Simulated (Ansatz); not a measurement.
SiH5Br: saddle-point search (part 2 of 2)

The same run, continued: SiH5Br; RKS PBE0-D4/def2-SVP (Ansatz 0.2.0). 

Geometry of the input (Å):
```
Si -0.4529  -0.2124  0.1647
Br 1.2682  0.1686  -1.7519
H  -1.4752  0.3504  -0.7784
H  -1.0442  -0.0451  1.5385
H  -0.1104  -1.6857  0.0827
H  1.0685  0.7229  -0.0094
H  0.6187  0.8186  0.8091
```

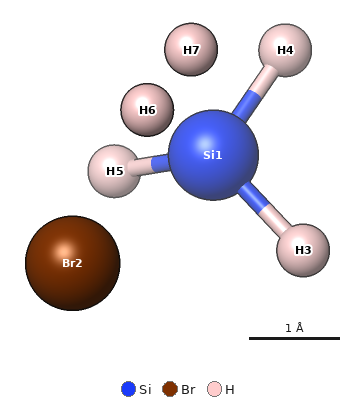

**Figure 1.** The geometry at step 9 of the log (ball-and-stick view, seen at a tilt; atoms are numbered from 1 in the order of the input).

```
saddle search: converged; its order check could not tell the order of the point: after 15 rotations it read +0.089 eV/Å² across the mode with a residual of 7.32e-2 eV/Å², and holds the second-lowest curvature to +0.091 eV/Å² at the most. That shows no second curvature under the negative of saddle.curvature_tol, and does not show that there is none
Total energy: -77980.84337112 eV, -2865.7431365744 hartree
Atom 0 at    -0.475471    -0.271332     0.168877 Å, force    -0.000255    -0.003020    -0.000675 eV/Å
Atom 1 at     1.406833     0.053834    -1.705749 Å, force    -0.000582    -0.000210     0.000674 eV/Å
Atom 2 at    -1.458374     0.420840    -0.694536 Å, force    -0.000773     0.000103    -0.000618 eV/Å
Atom 3 at    -0.962237    -0.154124     1.588828 Å, force     0.000454    -0.000188    -0.000262 eV/Å
Atom 4 at    -0.208001    -1.720542    -0.008196 Å, force    -0.000531     0.001607     0.000209 eV/Å
Atom 5 at     0.994732     0.815820    -0.042168 Å, force     0.001071     0.000504    -0.000325 eV/Å
Atom 6 at     0.575323     0.972873     0.748242 Å, force     0.000617     0.001204     0.000996 eV/Å
Dipole moment:    -0.366502     0.044166     0.527419 e Å
```

Trajectory as extended XYZ (Å, eV, eV/Å), 15 of the 16 frames kept, from step=1 to step=16
```
7
Properties=species:S:1:pos:R:3:forces:R:3 step=1 energy=-77980.78202
Si   -0.4529   -0.2124    0.1647   -0.9480  -0.9395  -0.1501
Br    1.2682    0.1686   -1.7519    0.4365   0.1276  -0.2461
H    -1.4752    0.3504   -0.7784    0.2107  -0.0346   0.2789
H    -1.0442   -0.0451    1.5385   -0.1325  -0.0333   0.0906
H    -0.1104   -1.6857    0.0827   -0.0422   0.5574   0.0925
H     1.0685    0.7229   -0.0094    0.0021   0.0087  -0.2403
H     0.6187    0.8186    0.8091    0.4734   0.3137   0.1745
7
Properties=species:S:1:pos:R:3:forces:R:3 step=2 energy=-77980.81656
Si   -0.4631   -0.2224    0.1516   -0.6030  -0.5386  -0.0577
Br    1.2853    0.1666   -1.7532    0.2703   0.0627  -0.2367
H    -1.4939    0.3433   -0.7669    0.1463   0.0016   0.1231
H    -1.0417   -0.0497    1.5271   -0.1007   0.0148   0.1272
H    -0.1195   -1.6770    0.0874    0.0153   0.2471   0.0215
H     1.0609    0.7314   -0.0032    0.0260   0.0257  -0.1172
H     0.6448    0.8251    0.8125    0.2456   0.1866   0.1399
7
Properties=species:S:1:pos:R:3:forces:R:3 step=3 energy=-77980.83625
Si   -0.4850   -0.2473    0.1407   -0.0751   0.0922   0.1899
Br    1.2963    0.1561   -1.7706    0.0697   0.0293  -0.0872
H    -1.4965    0.3435   -0.7634   -0.0188   0.0165  -0.0398
H    -1.0412   -0.0355    1.5275   -0.0511  -0.0706  -0.0177
H    -0.1127   -1.6757    0.0792    0.0105  -0.0805   0.0159
H     1.0422    0.7454    0.0018   -0.0548   0.0157   0.1965
H     0.6697    0.8309    0.8400    0.1196  -0.0026  -0.2576
7
Properties=species:S:1:pos:R:3:forces:R:3 step=4 energy=-77980.82995
Si   -0.4955   -0.2527    0.1460    0.0423   0.1039   0.0155
Br    1.3016    0.1610   -1.7721   -0.0170  -0.0578  -0.1312
H    -1.4953    0.3474   -0.7618   -0.0580   0.0107  -0.0534
H    -1.0626   -0.0512    1.5326    0.0974   0.0241  -0.0605
H    -0.1141   -1.6763    0.0860    0.0071  -0.1253  -0.0011
H     1.0382    0.7487    0.0176    0.1896  -0.0158  -0.3104
H     0.7006    0.8406    0.8069   -0.2614   0.0602   0.5411
7
Properties=species:S:1:pos:R:3:forces:R:3 step=5 energy=-77980.84092
Si   -0.4885   -0.2479    0.1437   -0.0351   0.0551   0.0963
Br    1.2975    0.1582   -1.7737    0.0367   0.0012  -0.0753
H    -1.4954    0.3455   -0.7643   -0.0195   0.0104  -0.0260
H    -1.0501   -0.0445    1.5299    0.0044  -0.0198  -0.0252
H    -0.1145   -1.6771    0.0834    0.0080  -0.0591   0.0050
H     1.0436    0.7456    0.0085    0.0087   0.0084   0.0345
H     0.6803    0.8376    0.8279   -0.0032   0.0038  -0.0093
7
Properties=species:S:1:pos:R:3:forces:R:3 step=6 energy=-77980.84120
Si   -0.4890   -0.2479    0.1440   -0.0254   0.0412   0.0726
Br    1.2974    0.1583   -1.7753    0.0290  -0.0009  -0.0606
H    -1.4953    0.3457   -0.7651   -0.0161   0.0077  -0.0183
H    -1.0503   -0.0457    1.5301    0.0069  -0.0126  -0.0224
H    -0.1152   -1.6780    0.0840    0.0058  -0.0446   0.0035
H     1.0444    0.7457    0.0100    0.0066   0.0076   0.0251
H     0.6808    0.8393    0.8276   -0.0068   0.0016   0.0000
7
Properties=species:S:1:pos:R:3:forces:R:3 step=7 energy=-77980.84162
Si   -0.4901   -0.2482    0.1444    0.0029  -0.0018  -0.0063
Br    1.2987    0.1583   -1.7806   -0.0005  -0.0042  -0.0091
H    -1.4962    0.3462   -0.7663   -0.0024  -0.0009  -0.0010
H    -1.0491   -0.0467    1.5298    0.0054   0.0018  -0.0015
H    -0.1169   -1.6810    0.0855   -0.0020   0.0001   0.0001
H     1.0455    0.7470    0.0143   -0.0020   0.0016   0.0105
H     0.6809    0.8418    0.8282   -0.0012   0.0035   0.0073
7
Properties=species:S:1:pos:R:3:forces:R:3 step=9 energy=-77980.84161
Si   -0.4902   -0.2479    0.1451   -0.0009   0.0001   0.0030
Br    1.2997    0.1584   -1.7815    0.0000  -0.0007  -0.0007
H    -1.4958    0.3468   -0.7662   -0.0004  -0.0004  -0.0004
H    -1.0495   -0.0472    1.5305    0.0023   0.0009  -0.0029
H    -0.1164   -1.6804    0.0858   -0.0003  -0.0007  -0.0010
H     1.0452    0.7458    0.0136   -0.0006   0.0013   0.0021
H     0.6798    0.8418    0.8280   -0.0002  -0.0005   0.0000
7
Properties=species:S:1:pos:R:3:forces:R:3 step=10 energy=-77980.84270
Si   -0.4693   -0.2805    0.1591    0.0052  -0.0642  -0.1891
Br    1.3937    0.0245   -1.7222   -0.0952   0.0025   0.1523
H    -1.4472    0.4460   -0.6935    0.0516  -0.1136   0.0647
H    -0.9649   -0.1674    1.5827    0.1188   0.0437  -0.0776
H    -0.1979   -1.7374   -0.0067   -0.0866   0.1028  -0.0011
H     0.9856    0.8351   -0.0251   -0.1060   0.0511   0.2274
H     0.5729    0.9969    0.7610    0.1122  -0.0222  -0.1765
7
Properties=species:S:1:pos:R:3:forces:R:3 step=11 energy=-77980.83520
Si   -0.4742   -0.2778    0.1654    0.0025  -0.0545  -0.0992
Br    1.4027    0.0396   -1.7085   -0.0548  -0.0588  -0.0072
H    -1.4488    0.4417   -0.6873   -0.0039  -0.0555   0.0024
H    -0.9759   -0.1715    1.5894    0.1531   0.0725  -0.1064
H    -0.1986   -1.7270   -0.0042   -0.0576  -0.0026  -0.0158
H     0.9809    0.8282   -0.0297    0.1579  -0.0155  -0.2069
H     0.5867    0.9842    0.7302   -0.1972   0.1144   0.4331
7
Properties=species:S:1:pos:R:3:forces:R:3 step=12 energy=-77980.84301
Si   -0.4730   -0.2778    0.1627    0.0148   0.0165  -0.0060
Br    1.4030    0.0373   -1.7124   -0.0533  -0.0105   0.0583
H    -1.4494    0.4381   -0.6901   -0.0093  -0.0471  -0.0031
H    -0.9654   -0.1638    1.5882    0.0870   0.0221  -0.0952
H    -0.2010   -1.7269   -0.0073   -0.0428  -0.0111  -0.0144
H     0.9845    0.8255   -0.0352   -0.0112   0.0266   0.0770
H     0.5741    0.9850    0.7494    0.0148   0.0035  -0.0167
7
Properties=species:S:1:pos:R:3:forces:R:3 step=13 energy=-77980.84306
Si   -0.4734   -0.2770    0.1634    0.0135   0.0174   0.0004
Br    1.4038    0.0393   -1.7112   -0.0469  -0.0108   0.0480
H    -1.4505    0.4360   -0.6903   -0.0114  -0.0388  -0.0061
H    -0.9650   -0.1627    1.5885    0.0782   0.0197  -0.0871
H    -0.2018   -1.7256   -0.0076   -0.0369  -0.0178  -0.0133
H     0.9854    0.8240   -0.0360   -0.0037   0.0232   0.0587
H     0.5743    0.9834    0.7484    0.0072   0.0071  -0.0005
7
Properties=species:S:1:pos:R:3:forces:R:3 step=14 energy=-77980.84325
Si   -0.4759   -0.2709    0.1680   -0.0043   0.0157   0.0102
Br    1.4077    0.0535   -1.7051   -0.0034  -0.0037  -0.0063
H    -1.4607    0.4192   -0.6941   -0.0029   0.0074  -0.0067
H    -0.9609   -0.1526    1.5890    0.0019  -0.0031  -0.0096
H    -0.2072   -1.7178   -0.0096    0.0020  -0.0360   0.0003
H     0.9946    0.8141   -0.0402    0.0119   0.0059  -0.0153
H     0.5752    0.9719    0.7472   -0.0051   0.0138   0.0275
7
Properties=species:S:1:pos:R:3:forces:R:3 step=15 energy=-77980.84334
Si   -0.4753   -0.2709    0.1688   -0.0035  -0.0071   0.0044
Br    1.4072    0.0539   -1.7060   -0.0020   0.0006   0.0021
H    -1.4585    0.4210   -0.6943   -0.0003   0.0015  -0.0025
H    -0.9630   -0.1553    1.5887    0.0031   0.0055  -0.0009
H    -0.2081   -1.7202   -0.0073    0.0021  -0.0004  -0.0039
H     0.9947    0.8159   -0.0425    0.0052  -0.0011  -0.0055
H     0.5759    0.9729    0.7480   -0.0047   0.0009   0.0062
7
Properties=species:S:1:pos:R:3:forces:R:3 step=16 energy=-77980.84335
Si   -0.4755   -0.2713    0.1689   -0.0003  -0.0030  -0.0007
Br    1.4068    0.0538   -1.7057   -0.0006  -0.0002   0.0007
H    -1.4584    0.4208   -0.6945   -0.0008   0.0001  -0.0006
H    -0.9622   -0.1541    1.5888    0.0005  -0.0002  -0.0003
H    -0.2080   -1.7205   -0.0082   -0.0005   0.0016   0.0002
H     0.9947    0.8158   -0.0422    0.0011   0.0005  -0.0003
H     0.5753    0.9729    0.7482    0.0006   0.0012   0.0010
```

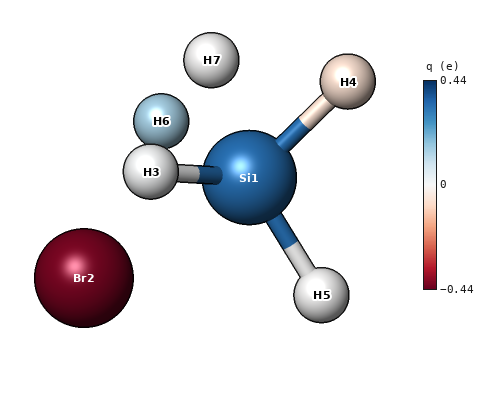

**Figure 2.** Mulliken charges, as the colour of each atom (ball-and-stick view, seen at a tilt; atoms are numbered from 1 in the order of the input). By element: Si +0.34, Br −0.42 and H −0.07 to +0.15 e.
